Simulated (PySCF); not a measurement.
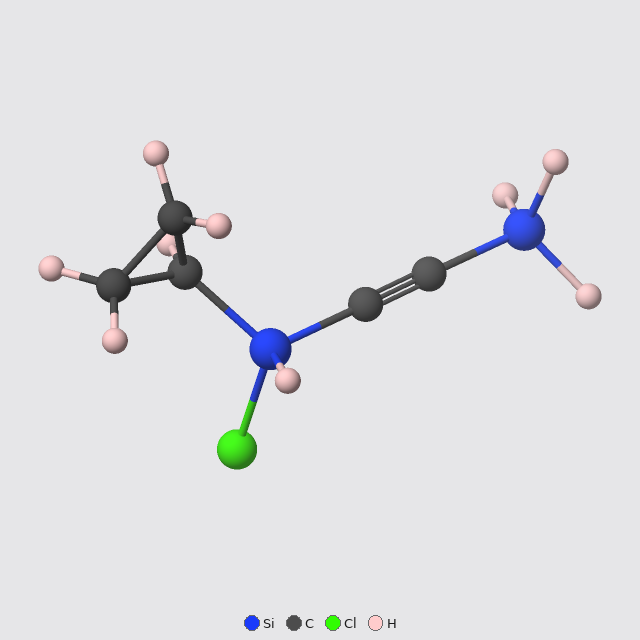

The computed structure is the end point of a PBE0-D3(BJ)/def2-SVP optimisation. No frequency run is at hand to confirm it as a minimum.

Draw it as a skeletal formula.

SMILES: [SiH3]C#C[Si@H](Cl)C1CC1

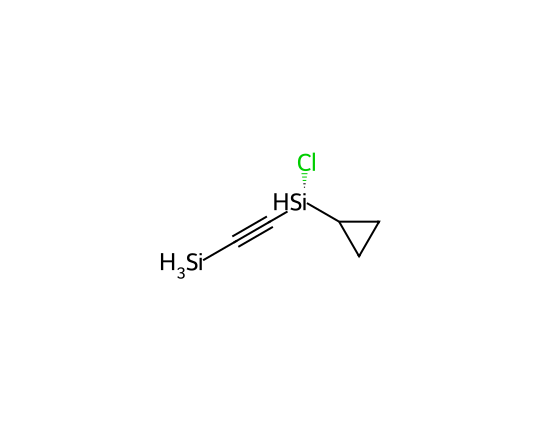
